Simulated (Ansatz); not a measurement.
# Ge16As9: melt and quench

This session takes Ge16As9 and sets out to follow a random packing through a hot liquid and a fast quench, and see what structure it leaves.

Method: DFT PBE, scalar-relativistic, plane waves, PAW, in Ansatz 0.2.0.

### Step 1. The structure to begin with

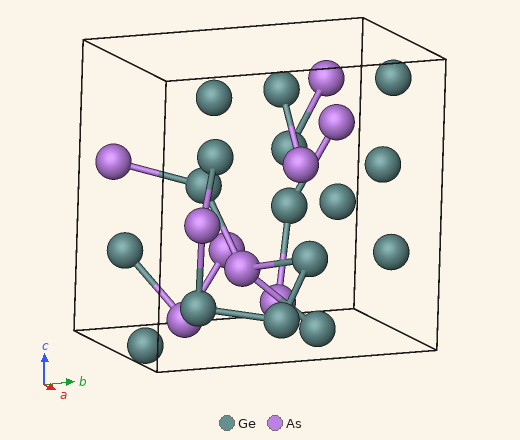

The starting structure, seen slightly off an axis (germanium teal, arsenic purple). Each atom of the cell is drawn once.

It is the last frame of an earlier stage of the same melt, run at 300 K.

Its coordinates follow in the input file.

### Step 2. Relaxing on a coarse mesh

A cheap relaxation: coarse mesh, no symmetry, loose thresholds.

input.yaml reads:

```yaml
crystal:
  lattice:
    - [8.678848, 0.296872, 0.475692]
    - [0.296872, 8.340197, 0.225744]
    - [0.475692, 0.225744, 8.745615]
  atoms:
    - { symbol: Ge, position: [0.6540718799, 0.8644203493, 0.5806123512] }
    - { symbol: Ge, position: [0.5309877349, 0.5648802829, 0.6399496828] }
    - { symbol: Ge, position: [0.2531708178, 0.3727742615, 0.7891650746] }
    - { symbol: Ge, position: [0.7277453768, 0.8818252332, 0.2891764105] }
    - { symbol: Ge, position: [0.9030478899, 0.1438826935, 0.1763531003] }
    - { symbol: Ge, position: [0.01020233, 0.7279678979, 0.3568101305] }
    - { symbol: Ge, position: [0.673912752, 0.0277555456, 0.0245360363] }
    - { symbol: Ge, position: [0.7757833734, 0.5767593976, 0.2951626273] }
    - { symbol: Ge, position: [0.4265767083, 0.2928103684, 0.5188989315] }
    - { symbol: Ge, position: [0.9626645262, 0.4256035538, 0.1225916121] }
    - { symbol: Ge, position: [0.7901772617, 0.4515376114, 0.8891750467] }
    - { symbol: Ge, position: [0.5768561046, 0.6717204271, 0.0192873718] }
    - { symbol: Ge, position: [0.225073197, 0.0796168636, 0.2832631991] }
    - { symbol: Ge, position: [0.7105435424, 0.2459783573, 0.6603926249] }
    - { symbol: Ge, position: [0.9004360369, 0.8174767543, 0.9171289309] }
    - { symbol: Ge, position: [0.4371908141, 0.7716956708, 0.4286831474] }
    - { symbol: As, position: [0.5477134428, 0.4044489131, 0.2423981118] }
    - { symbol: As, position: [0.2343377634, 0.4414567168, 0.2585461768] }
    - { symbol: As, position: [0.9462745577, 0.1362645222, 0.4672655331] }
    - { symbol: As, position: [0.038322465, 0.8797652239, 0.6364473323] }
    - { symbol: As, position: [0.3513145167, 0.9903362942, 0.6131540814] }
    - { symbol: As, position: [0.1229662037, 0.6639688845, 0.0466029011] }
    - { symbol: As, position: [0.9735529842, 0.473878623, 0.6549821906] }
    - { symbol: As, position: [0.3561560011, 0.261748264, 0.0503562591] }
    - { symbol: As, position: [0.3373216023, 0.7476577912, 0.8405902394] }
  symmetry: { detect: false }
basis:
  ecutwfc: 420
kpoints:
  mp_grid: { grid: [2, 2, 2], shift: [0.5, 0.5, 0.5] }
hamiltonian:
  xc: pbe
scf:
  occupations: { method: gaussian, width: 0.1 }
  lower_state_search: "off"
output:
  forces: true
  stress: true
  eigenvalues: true
relax:
  adjacent_minimum: "off"
  f_tol: 0.04
  max_steps: 70
  cell: { stress_tol: 0.3 }
```

Launch:

```sh
ansatz run input.yaml --threads 2 --pin off --max-ram 5120MiB --backend cpu --events-out ev --progress --plain --runs-dir out
```

The log of the run:

```text
Warning: RAYON_NUM_THREADS=2 ignored (pool sized by the plan → 2); use --threads N
Engine: ansatz 0.2.0, aarch64-unknown-linux-gnu
Pseudopotentials: kind: paw
Pseudopotential: Ge, paw, valence charge 14, recommended cutoff 420 eV (normal), Ge.paw.azcp
Pseudopotential: As, paw, valence charge 15, recommended cutoff 420 eV (normal), As.paw.azcp
Functional definition: PBE
  parameter kappa = 0.804
  parameter beta = 0.06672455060314922
  exchange = pbe_x(kappa = kappa, mu = beta*pi^2/3)
  correlation = pbe_c(beta = beta)
Crystal: 25 atoms, lattice volume = 630.000 Å³
Basis set: ecut = 420 eV, 12325 PW (Γ), exchange–correlation on 120×120×120 points (8 copies of the dense FFT grid, shifted against one another)
Bands: 216, of which v1, the nominal top of the filled ones, is band 180 counted from 1 (179 counted from 0)
Symmetry: 1 space group operations
k-points: 4 of 8 (time reversal used)
Non-local potential: Ge, projectors of the file, l = 0: 2, l = 1: 2, l = 2: 3, l = 3: 1
Non-local potential: As, projectors of the file, l = 0: 2, l = 1: 2, l = 2: 3, l = 3: 1
PAW form: soft (Blöchl's): semilocal exchange-correlation on the pseudo side does not see the compensation charge
PAW one-centre angular grid: Ge, 590 points (default); XC on 64 Gauss nodes
PAW one-centre angular grid: As, 590 points (default); XC on 64 Gauss nodes
Initial density: superposition of atomic densities (neutral atoms: chi_scale 0, normalization atom), corrected by the library's trained network
Initial wavefunctions: pseudopotential atomic-orbital guess
Functional: x = pbe(κ = 0.804, μ = 0.2195149727645171), c = pbe(β = 0.06672455060314922)
SCF iter   1: F=—  HF=-112413.899588 eV  |F-HF|=—  |Δ(HF+E_count)|=         —  Δρ=2.74e-3  dr2=9.55e-2  ethr=1.77e-3  ⟨swp⟩=6.0  Hψ=3052  notcnv=0  defer=6
preconditioner: auto → LDOS  [metal: Δε(μ)=0.017 eV  Ē_g=19.449 eV  σ=0.100 eV  W_gap=0.09  n_scr=164 (ndim 8)  ℏωp=24.3 eV  f_vac=0.062  D(μ)=14.25/eV (n_scr^D=84)  β→1.0]
SCF iter   2: F=—  HF=-112413.887493 eV  |F-HF|=—  |Δ(HF+E_count)|=   1.21e-2  Δρ=1.32e-3  dr2=1.46e-2  ethr=2.66e-5  ⟨swp⟩=2.0  Hψ=1536  notcnv=0  defer=20
SCF iter   3: F=—  HF=-112413.883178 eV  |F-HF|=—  |Δ(HF+E_count)|=   4.32e-3  Δρ=5.03e-4  dr2=2.70e-3  ethr=4.07e-6  ⟨swp⟩=2.0  Hψ=1466  notcnv=0  defer=20
SCF iter   4: F=—  HF=-112413.882072 eV  |F-HF|=—  |Δ(HF+E_count)|=   1.11e-3  Δρ=1.63e-4  dr2=4.05e-4  ethr=7.53e-7  ⟨swp⟩=2.0  Hψ=1292  notcnv=0  defer=20
SCF iter   5: F=—  HF=-112413.882018 eV  |F-HF|=—  |Δ(HF+E_count)|=   5.45e-5  Δρ=5.78e-5  dr2=4.02e-5  ethr=1.13e-7  ⟨swp⟩=2.0  Hψ=1312  notcnv=0  defer=20
SCF iter   6: F=—  HF=-112413.881774 eV  |F-HF|=—  |Δ(HF+E_count)|=   2.44e-4  Δρ=1.60e-5  dr2=4.17e-6  ethr=1.12e-8  ⟨swp⟩=2.0  Hψ=1292  notcnv=0  defer=20
SCF iter   7: F=—  HF=-112413.881774 eV  |F-HF|=—  |Δ(HF+E_count)|=   1.36e-7  Δρ=5.62e-6  dr2=5.04e-7  ethr=1.16e-9  ⟨swp⟩=2.0  Hψ=1400  notcnv=0  defer=20
SCF iter   8: F=-112413.881774 eV  HF=-112413.881774 eV  |F-HF|=1.51e-8  |Δ(HF+E_count)|=   5.99e-8  Δρ=1.83e-6  dr2=3.91e-8  ethr=2.79e-11  ⟨swp⟩=9.0  Hψ=3867  notcnv=0
SCF 1 converged in 8 iterations: F = -112413.881774 eV  dr2 = 3.91e-8
relax step   1: F+E_penalty+E_count = -112413.88177390 eV  Δ(F+E_penalty+E_count) = +0.000e0 eV  max|allowed force component| = 1.158e0 eV/Å  Δτ_max = 0.0000 Å  P = -1.743 GPa  Ω = 630.000 Å³  (8 SCF iters, dr2 threshold 1.00e-7 eV, accepted)
[... from here on, the SCF cycles and remarks between the steps are left out, and one step in 2 is shown ...]
relax step   2: F+E_penalty+E_count = -112415.38621845 eV  Δ(F+E_penalty+E_count) = -1.504e0 eV  max|allowed force component| = 5.890e-1 eV/Å  Δτ_max = 0.1947 Å  P = +0.058 GPa  Ω = 591.122 Å³  energy of the carried Pulay correction = +5.481e-3 eV  (6 SCF iters, dr2 threshold 2.50e-6 eV, accepted)
relax step   4: F+E_penalty+E_count = -112417.06943475 eV  Δ(F+E_penalty+E_count) = -7.443e-1 eV  max|allowed force component| = 4.798e-1 eV/Å  Δτ_max = 0.1959 Å  P = +0.185 GPa  Ω = 568.723 Å³  energy of the carried Pulay correction = +8.801e-3 eV  (6 SCF iters, dr2 threshold 2.50e-6 eV, accepted)
relax step   6: F+E_penalty+E_count = -112418.14216360 eV  Δ(F+E_penalty+E_count) = -4.250e-1 eV  max|allowed force component| = 3.689e-1 eV/Å  Δτ_max = 0.1981 Å  P = +0.416 GPa  Ω = 554.137 Å³  energy of the carried Pulay correction = +1.103e-2 eV  (6 SCF iters, dr2 threshold 2.50e-6 eV, accepted)
relax step   8: F+E_penalty+E_count = -112418.67039851 eV  Δ(F+E_penalty+E_count) = -2.576e-1 eV  max|allowed force component| = 2.220e-1 eV/Å  Δτ_max = 0.1947 Å  P = +0.231 GPa  Ω = 558.636 Å³  energy of the carried Pulay correction = +1.034e-2 eV  (7 SCF iters, dr2 threshold 2.50e-6 eV, accepted)
relax step  10: F+E_penalty+E_count = -112419.00408289 eV  Δ(F+E_penalty+E_count) = -1.490e-1 eV  max|allowed force component| = 2.135e-1 eV/Å  Δτ_max = 0.1966 Å  P = -0.308 GPa  Ω = 569.773 Å³  energy of the carried Pulay correction = +8.642e-3 eV  (7 SCF iters, dr2 threshold 1.77e-6 eV, accepted)
relax step  11: F+E_penalty+E_count = -112419.15372562 eV  Δ(F+E_penalty+E_count) = -1.496e-1 eV  max|allowed force component| = 2.271e-1 eV/Å  Δτ_max = 0.1949 Å  P = -0.032 GPa  Ω = 566.484 Å³  energy of the carried Pulay correction = +9.140e-3 eV  (6 SCF iters, dr2 threshold 2.50e-6 eV, accepted)
Step cancelled. What follows is not a result of the run: it is the report of the last solve that finished, which converged after 6 SCF iterations.
Free energy (F): -112419.153726 eV
Harris-Foulkes:  -112419.153726 eV  (|F-HF|=7.12e-7)
Internal energy: -112419.107289 eV  (E = F + TS)
E sigma→0 (E₀):  -112419.130507 eV
Entropy (-TS):   -0.046437 eV (-1.857 meV/atom)
Fermi energy:    8.884112 eV
--- Per-component energies (eV) ---
  E_band       = -4582.360464
  E_kinetic    = 2680.028542
  E_local      = -54492.245401  (includes V_loc(G=0)·N_el)
  E_nonlocal   = 622.592037
  E_hartree    = 25590.469235
  E_xc         = -1914.328806
  E_vxc        = -1734.617874  (∫ρ·V_xc dr)
  E_paw        = -48790.534755  (= ΣΔE_a)
  E_vpaw       = -2839.038820  (= ΣTr[D̂ρ^β])
  E_aug_tail   = 0.008059  (compensation charges beyond the density's cutoff)
  E_ewald      = -36115.096200
  E_smearing   = -0.046437  (= −TS)
  E_closure    = -0.000000  (closes the sum)
  Σ components = -112419.153726   (vs F -112419.153726, Δ=0.00e0)
--- Forces (eV/Å), atoms counted from 1 ---
  atom   1  Ge    -0.06733521     0.01746918    -0.01303703
  atom   2  Ge    -0.03091503    -0.06323604    -0.01243086
  atom   3  Ge    -0.03674294     0.01035074    -0.02884560
  atom   4  Ge     0.06001105     0.03452600    -0.13920297
  atom   5  Ge     0.01122788     0.03916692     0.07179126
  atom   6  Ge    -0.11853673     0.00269642     0.07049303
  atom   7  Ge    -0.08535978    -0.11479981    -0.06415985
  atom   8  Ge     0.02169914     0.05140646    -0.02686636
  atom   9  Ge    -0.02316074    -0.01996805     0.05891791
  atom  10  Ge     0.01818481     0.03166325     0.00417248
  atom  11  Ge     0.01359816    -0.07183233     0.03393069
  atom  12  Ge    -0.03944163    -0.10829204    -0.11144787
  atom  13  Ge    -0.09239790     0.01712326    -0.11109053
  atom  14  Ge     0.06819532     0.01840459     0.05942742
  atom  15  Ge     0.15163498     0.04713100     0.07858468
  atom  16  Ge    -0.03710561     0.09759770     0.01487969
  atom  17  As     0.07622994     0.09200323     0.08022477
  atom  18  As    -0.04922510     0.05808118     0.02378430
  atom  19  As     0.00304262     0.00765227     0.05672600
  atom  20  As     0.06228496     0.11406563     0.02252841
  atom  21  As     0.10276556    -0.02128799    -0.04756540
  atom  22  As    -0.06648510     0.07316864    -0.03296423
  atom  23  As     0.09268108    -0.02467007     0.05290882
  atom  24  As    -0.11073287    -0.22709373    -0.04269536
  atom  25  As     0.07580616    -0.06142151     0.00202112
  max |Σ_I F_I| component: 9.51e-5 eV/Å
--- Stress (GPa, compression-positive) ---
       -0.268117      -0.018193      -0.331467
       -0.018193      -0.056571       0.045732
       -0.331466       0.045731       0.156657
  P = ⅓ Tr σ = -0.0560 GPa (-0.560 kbar)
--- Band table (eV) ---
[... 4 lines left out ...]
End of that report.
Error: SIGTERM received: cancelled by the caller after 11 completed ionic steps
```

It took 10 min on 2 threads of Arm Neoverse V2, shared host.

Relaxation path:

| step | energy from step 1 (eV/cell) | largest force component (eV/Å) | pressure (GPa) | volume (Å³) |
| --- | --- | --- | --- | --- |
| 1 | 0.0000 | 1.1575 | -1.74 | 630.00 |
| 2 | -1.5044 | 0.5890 | 0.06 | 591.12 |
| 3 | -2.4434 | 0.4945 | 0.40 | 576.36 |
| 4 | -3.1877 | 0.4798 | 0.18 | 568.72 |
| 5 | -3.8354 | 0.3300 | -0.02 | 563.04 |
| 6 | -4.2604 | 0.3689 | 0.42 | 554.14 |
| 7 | -4.5310 | 0.2881 | 0.40 | 554.16 |
| 8 | -4.7886 | 0.2220 | 0.23 | 558.64 |
| 9 | -4.9733 | 0.1684 | -0.03 | 564.84 |
| 10 | -5.1223 | 0.2135 | -0.31 | 569.77 |
| 11 | -5.2720 | 0.2271 | -0.03 | 566.48 |

Step 1 is the start. The job hit its time limit at 11 steps, unconverged.

| input's cell | before | last step | change |
| --- | --- | --- | --- |
| a (Å) | 8.697 | 9.394 | +8.0 % |
| b (Å) | 8.349 | 7.858 | -5.9 % |
| c (Å) | 8.761 | 7.678 | -12.4 % |
| α (°) | 86.87 | 89.84 | +2.97° |
| β (°) | 83.70 | 90.38 | +6.68° |
| γ (°) | 85.92 | 88.23 | +2.30° |
| volume (Å³/atom) | 25.20 | 22.66 | -10.1 % |

Largest move: Ge2, 1.16 Å, apart from the change of the cell.

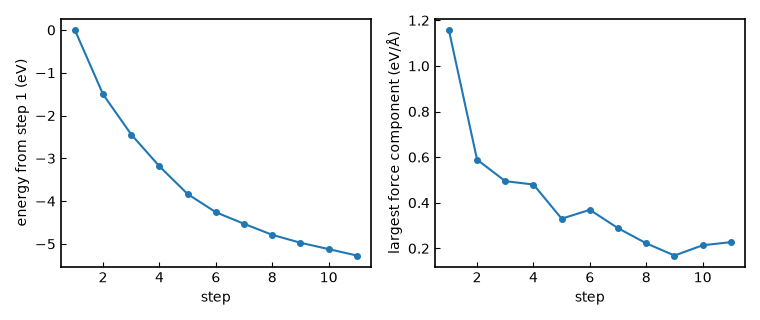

How energy and force went from step to step.

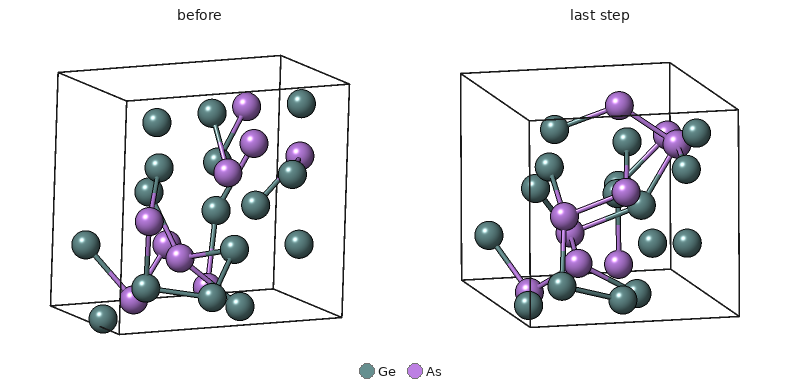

Before and after, at one scale, seen slightly off an axis. One cell is drawn; atoms on the faces stand again on the opposite ones.

### Step 3. Single point of the final cell

The relaxation was cut short, so this is its last accepted step.

input.yaml reads:

```yaml
crystal:
  lattice:
    - [9.393043, 0.10743, -0.081073]
    - [0.153471, 7.856358, 0.004063]
    - [0.014505, 0.017324, 7.678048]
  atoms:
    - { symbol: Ge, position: [0.6235548638, 0.8727640335, 0.6328932615] }
    - { symbol: Ge, position: [0.6145675674, 0.5444505553, 0.5308564993] }
    - { symbol: Ge, position: [0.2526509618, 0.3653687578, 0.7675035113] }
    - { symbol: Ge, position: [0.6193810651, 0.8769721831, 0.2743627053] }
    - { symbol: Ge, position: [0.9824181251, 0.1579259115, 0.1871613375] }
    - { symbol: Ge, position: [0.0659730654, 0.7299474579, 0.4348475823] }
    - { symbol: Ge, position: [0.7433132126, 0.0762337439, 0.0436329898] }
    - { symbol: Ge, position: [0.8193131943, 0.6456492974, 0.3320672866] }
    - { symbol: Ge, position: [0.3954939571, 0.2262679049, 0.5221316386] }
    - { symbol: Ge, position: [0.9340074549, 0.4648326986, 0.0930414101] }
    - { symbol: Ge, position: [0.7834045665, 0.5378202429, 0.8202388416] }
    - { symbol: Ge, position: [0.5572027081, 0.6554638993, 0.0276082272] }
    - { symbol: Ge, position: [0.2494151382, 0.0496917601, 0.2709704242] }
    - { symbol: Ge, position: [0.6545365319, 0.2074953169, 0.6862258527] }
    - { symbol: Ge, position: [0.8697251627, 0.8417329214, 0.8660208711] }
    - { symbol: Ge, position: [0.3588239946, 0.743362989, 0.405174254] }
    - { symbol: As, position: [0.56013192, 0.3737100617, 0.1893533799] }
    - { symbol: As, position: [0.3030283432, 0.4202362875, 0.2752938331] }
    - { symbol: As, position: [0.8958502879, 0.1999299676, 0.5020190837] }
    - { symbol: As, position: [0.0401264076, 0.9736458245, 0.6597661891] }
    - { symbol: As, position: [0.3535450406, 0.9174816153, 0.6914174067] }
    - { symbol: As, position: [0.0895875988, 0.7216993191, 0.0582963579] }
    - { symbol: As, position: [0.0068627749, 0.45890522, 0.6311893165] }
    - { symbol: As, position: [0.3829620103, 0.1983308407, 0.0185514966] }
    - { symbol: As, position: [0.3105239301, 0.6563116909, 0.8809053467] }
basis:
  ecutwfc: 420
kpoints:
  mp_grid: { grid: [3, 3, 3] }
hamiltonian:
  xc: pbe
scf:
  occupations: { method: gaussian, width: 0.1 }
  n_extra_bands: 12
output:
  forces: true
  stress: true
  eigenvalues: true
  populations: true
  dos:
    method: { smearing: { sigma: 0.1, scheme: gaussian } }
    projected: true
    de: 0.02
```

Launch:

```sh
ansatz run input.yaml --threads 2 --pin off --max-ram 5120MiB --backend cpu --events-out ev --progress --plain --runs-dir out
```

The log of the run (excerpt; [...] marks lines left out):

```text
Warning: RAYON_NUM_THREADS=2 ignored (pool sized by the plan → 2); use --threads N
scf.n_extra_bands = 12 over 180 filled bands (N_el = 359.0): the run solves 192 bands
[...]
[... 4 set-up lines as earlier in the session ...]
[...]
Crystal: 25 atoms, lattice volume = 566.484 Å³
Basis set: ecut = 420 eV, 11073 PW (Γ), exchange–correlation on 128×108×108 points (8 copies of the dense FFT grid, shifted against one another)
Bands: 192, of which v1, the nominal top of the filled ones, is band 180 counted from 1 (179 counted from 0)
[... 1 set-up line as earlier in the session ...]
Space group: P1 (ITA 1), of the structure as read, at distance tolerance 8.3e-5 Å
k-points: 14 of 27 (time reversal used)
[...]
  atom   8  Ge    -0.11594854     0.04337232     0.00396837
[...]
--- Stress (GPa, compression-positive) ---
       -0.103485      -0.135147      -0.127744
       -0.135147       0.306806      -0.039852
       -0.127744      -0.039852       0.172744
  P = ⅓ Tr σ = 0.1254 GPa (1.254 kbar)
--- Band table (eV; the first three rows and the last of 14) ---
[...]
--- Löwdin populations: 25 sites ---
  site symbol       q [e]
     0     Ge     13.9713
     1     Ge     13.9942
     2     Ge     13.9411
     3     Ge     14.0288
     4     Ge     13.9768
     5     Ge     13.9654
     6     Ge     14.0098
     7     Ge     14.0139
     8     Ge     13.9957
     9     Ge     13.9681
    10     Ge     13.9900
    11     Ge     13.9525
    12     Ge     13.9559
    13     Ge     13.9571
    14     Ge     13.9674
    15     Ge     13.9581
    16     As     14.9420
    17     As     14.9247
    18     As     14.8867
    19     As     15.0244
    20     As     14.9963
    21     As     14.9856
    22     As     14.9397
    23     As     14.9583
    24     As     14.9243
  spilling = 0.002151 (of n_electrons = 359.000000)
```

Wall time 2.5 min (2 threads of Arm Neoverse V2, shared host); peak memory 2.1 GiB.

By site:

| atom | Löwdin electrons |
| --- | --- |
| Ge1 | 13.97 |
| Ge2 | 13.99 |
| Ge3 | 13.94 |
| Ge4 | 14.03 |
| Ge5 | 13.98 |
| Ge6 | 13.97 |
| Ge7 | 14.01 |
| Ge8 | 14.01 |
| Ge9 | 14.00 |
| Ge10 | 13.97 |
| Ge11 | 13.99 |
| Ge12 | 13.95 |
| Ge13 | 13.96 |
| Ge14 | 13.96 |
| Ge15 | 13.97 |
| Ge16 | 13.96 |
| As17 | 14.94 |
| As18 | 14.92 |
| As19 | 14.89 |
| As20 | 15.02 |
| As21 | 15.00 |
| As22 | 14.99 |
| As23 | 14.94 |
| As24 | 14.96 |
| As25 | 14.92 |

The Löwdin counts miss 0.77 of the 359 electrons, which the atomic orbitals do not span, so they are no charges.

From dos.tsv and pdos.tsv, broadened by 0.1 eV: states an atom by window (eV from the Fermi level), up to where the solved bands end:

| from | to | total | Ge 4p | As 4p | Ge 4s | As 4s |
| --- | --- | --- | --- | --- | --- | --- |
| -8 | -7 | 0.276 | 0.058 | 0.032 | 0.152 | 0.033 |
| -7 | -6 | 0.266 | 0.057 | 0.040 | 0.148 | 0.020 |
| -6 | -5 | 0.151 | 0.040 | 0.032 | 0.070 | 0.009 |
| -5 | -4 | 0.316 | 0.125 | 0.155 | 0.025 | 0.008 |
| -4 | -3 | 0.506 | 0.224 | 0.228 | 0.037 | 0.014 |
| -3 | -2 | 0.530 | 0.256 | 0.219 | 0.035 | 0.014 |
| -2 | -1 | 0.551 | 0.304 | 0.187 | 0.038 | 0.015 |
| -1 | 0 | 0.442 | 0.243 | 0.135 | 0.040 | 0.016 |
| 0 | 1 | 0.376 | 0.196 | 0.106 | 0.045 | 0.017 |

The projections are the largest ones alone and need not add up to the total; deeper states lie under the table's range.

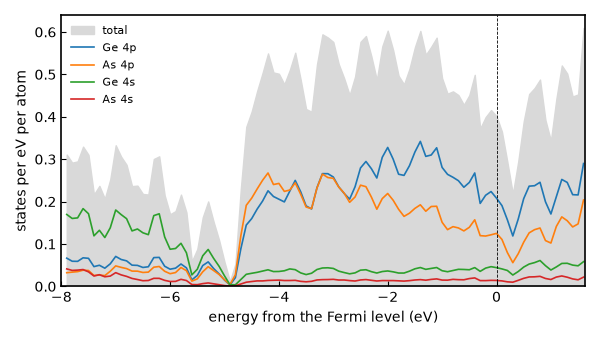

Total and projected density of states; the dashed line is the Fermi level, which lies in the gap where there is one.

In this step's main run the largest force is 0.38 eV/Å and the pressure 0.1 GPa.

Local order, counting as bonded all pairs within 1.2 times the summed covalent radii:

| atom → neighbour | mean count | mean length (Å) | spread (Å) |
| --- | --- | --- | --- |
| Ge → Ge | 2.88 | 2.66 | 0.10 |
| Ge → As | 1.19 | 2.61 | 0.08 |
| As → Ge | 2.11 | 2.61 | 0.08 |
| As → As | 1.56 | 2.56 | 0.07 |

Coordination numbers: Ge 3-fold × 3, 4-fold × 9, 5-fold × 4; As 3-fold × 3, 4-fold × 6.

Angles between such bonds (mean ± spread): 105 ± 23° at Ge, 102 ± 21° at As.

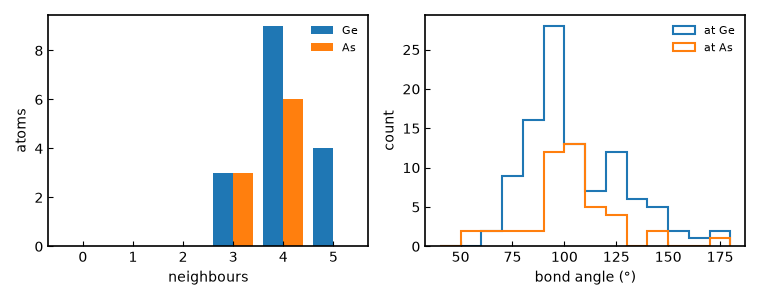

Coordination numbers (left) and bond angles (right) in the final cell.

- formation energy from the elements (eV/atom): 0.242
- volume (Å³/atom): 22.66
- gap on the mesh (eV): 0.00

### Step 4. Summary of the stages

Means over the second half of each stage, earlier sessions' stages included (the first, hottest stages at a lower cutoff are left out); the pressure holds its kinetic part:

| thermostat (K) | duration (fs) | mean T (K) | mean P (GPa) | mean potential energy over the last stage (meV/atom) | largest msd at the end (Å²) | wall time |
| --- | --- | --- | --- | --- | --- | --- |
| 3000 | 96 | 3194 | 5.4 | 135 | 0.47 | 4.4 min |
| 2160 | 90 | 2447 | 1.1 | 53 | 0.43 | 4 min |
| 1200 | 105 | 1360 | 0.0 | 12 | 0.19 | 4.3 min |
| 300 | 138 | 276 | -0.8 | 0 | 0.08 | 4.9 min |

### Step 5. Outcome

| quantity | value |
| --- | --- |
| the quenched liquid (relaxation cut short) (not at rest: largest force 0.38 eV/Å) | formation energy from the elements 0.242 eV/atom; volume 22.66 Å³/atom; gap on the mesh 0.00 eV |

What this shows: The thermostat is lowered by 2700 K within 333 fs (some 8×10^15 K/s), far faster than any real quench. In the hottest stage of the table the atoms move only 0.47 Å² in mean square, too little to forget where they started, so this is no equilibrated liquid. Against the elements the formation energy is +0.24 eV/atom, so these arrangements lie above the separate elements at zero temperature; an ordered compound of this composition may still lie lower. In the last cell 9 of 16 Ge atoms have 4 neighbours. Where the relaxation was cut short, forces remain and the energy is an upper bound. One draw a cell, in a box small enough for each atom to feel its images: these are samples, not averages.
